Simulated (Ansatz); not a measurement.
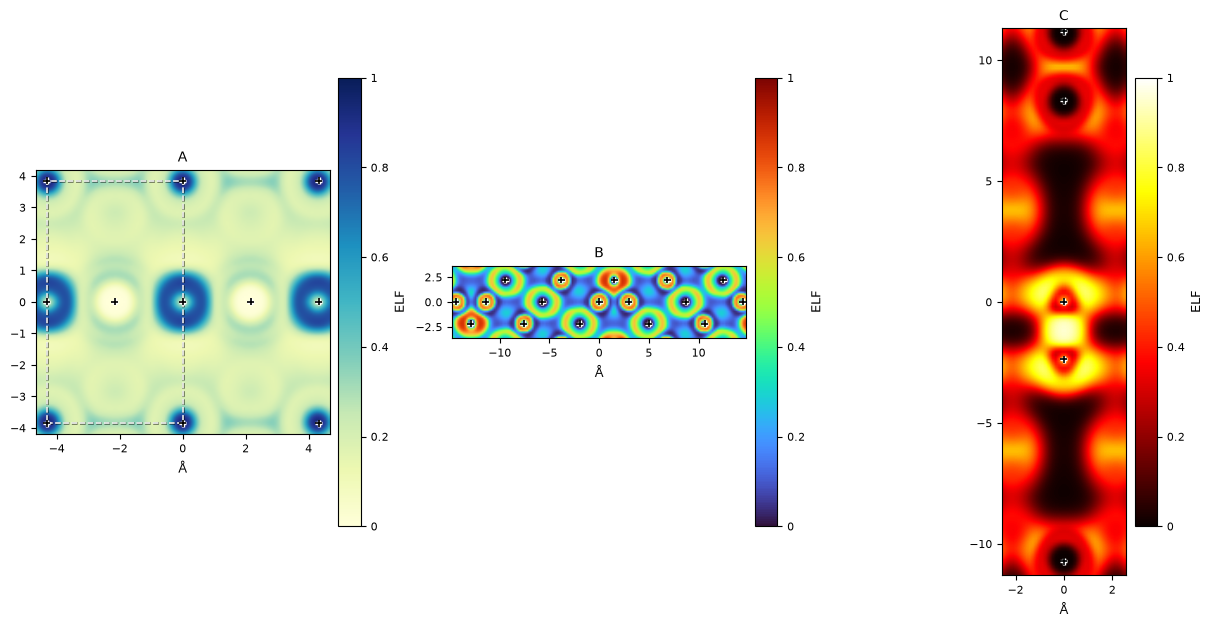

The electron localisation function of 3 systems, each on a plane through atoms (crosses mark nuclei in the plane).

The calculation used DFT PBE, scalar-relativistic, plane waves, PAW in Ansatz.

System 1: Cu5SnO2, the (101) plane of the conventional cell. Space group P4/mmm; a generated structure, not necessarily the stable one; computed without spin polarisation.

```xyz
8
Lattice="4.3157 0.0000 0.0000 0.0000 4.3157 0.0000 0.0000 0.0000 6.3668" Properties=species:S:1:pos:R:3 pbc="T T T"
Cu    2.1579    0.0000    1.9992
Cu    2.1579    0.0000    4.3676
Cu    0.0000    2.1579    1.9992
Cu    0.0000    2.1579    4.3676
Cu    2.1579    2.1579    3.1834
Sn    0.0000    0.0000    0.0000
O     2.1579    0.0000    0.0000
O     0.0000    2.1579    0.0000
```

System 2: SiSn2, the (100) plane of the conventional cell. Space group P-3m1; a generated structure, not necessarily the stable one.

```yaml
crystal:
  lattice:
    - [4.41660, 0.00000, 0.00000]
    - [-2.20830, 3.82489, 0.00000]
    - [0.00000, 0.00000, 21.91682]
  atoms:
    - { symbol: Si, position: [0.66667, 0.33333, 0.08181] }
    - { symbol: Si, position: [0.00000, 0.00000, 0.05407] }
    - { symbol: Si, position: [0.00000, 0.00000, 0.94593] }
    - { symbol: Si, position: [0.33333, 0.66667, 0.91819] }
    - { symbol: Sn, position: [0.66667, 0.33333, 0.20178] }
    - { symbol: Sn, position: [0.33333, 0.66667, 0.38319] }
    - { symbol: Sn, position: [0.33333, 0.66667, 0.25336] }
    - { symbol: Sn, position: [0.00000, 0.00000, 0.43496] }
    - { symbol: Sn, position: [0.00000, 0.00000, 0.56504] }
    - { symbol: Sn, position: [0.33333, 0.66667, 0.79822] }
    - { symbol: Sn, position: [0.66667, 0.33333, 0.61681] }
    - { symbol: Sn, position: [0.66667, 0.33333, 0.74664] }
```

System 3: Sc4BSb3, the (110) plane of the conventional cell. Space group P6₃/mmc; a generated structure, not necessarily the stable one.

```
CELL_PARAMETERS angstrom
3.82678 0.00000 0.00000
-1.91339 3.31409 0.00000
0.00000 0.00000 28.85721
ATOMIC_POSITIONS crystal
Sc 0.00000 0.00000 0.19815
Sc 0.33333 0.66667 0.06519
Sc 0.00000 0.00000 0.80185
Sc 0.66667 0.33333 0.93481
Sc 0.00000 0.00000 0.30185
Sc 0.33333 0.66667 0.43481
Sc 0.00000 0.00000 0.69815
Sc 0.66667 0.33333 0.56519
B 0.66667 0.33333 0.75000
B 0.33333 0.66667 0.25000
Sb 0.66667 0.33333 0.13001
Sb 0.33333 0.66667 0.86999
Sb 0.00000 0.00000 0.00000
Sb 0.66667 0.33333 0.36999
Sb 0.33333 0.66667 0.63001
Sb 0.00000 0.00000 0.50000
```

Match each panel to its system.

Panel A is system 1, Cu5SnO2: the plane holds Cu, Sn and O. Sn–O (2.16 Å): the ELF peaks at about 0.80 in the valence shell of O, 0.6 Å from its nucleus, and is about 0.20 at the midpoint: no shared electron pair shows on this line. Panel B is system 3, Sc4BSb3: the plane holds Sc, B and Sb. Sc–B (2.67 Å): the ELF peaks at about 0.80 in the valence shell of B, 0.9 Å from its nucleus, and is about 0.35 at the midpoint. Panel C is system 2, SiSn2: the plane holds Si and Sn. Si–Si (2.37 Å): the ELF peaks at about 0.95 between the atoms.
